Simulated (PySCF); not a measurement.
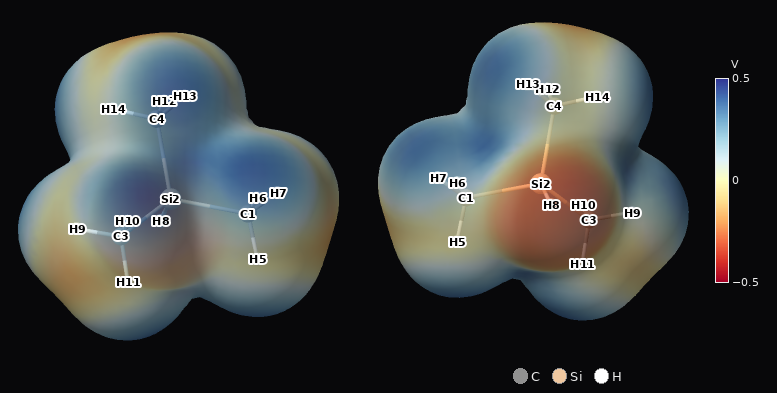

C3H10Si, SMILES `C[SiH](C)C`. Electrostatic potential on the surface of electron density 0.001 a.u. (back view left, front view right).

Computed with PySCF, B3LYP/def2-SVPD, geometry: GFN2-xTB. No frequency check shows the geometry to be a minimum.

Where are the extremes of the potential on the surface?

Answer. Highest: 0.43 V, 1.4 Å from H10, and at like points elsewhere. Lowest: −0.29 V, 1.5 Å from H8. Further minima include −0.18 V, near H7 (1.88 Å), H6 (1.89 Å), H5 (1.93 Å) and C1 (2.00 Å), and at like points elsewhere. The surface is sampled at points, so like sites can differ by a few per cent and only the strongest of them is named.

The PySCF run took 10 s on 1 thread of Intel(R) Xeon(R) 6975P-C (Granite Rapids) (shared host), peak memory 0.63 GiB.
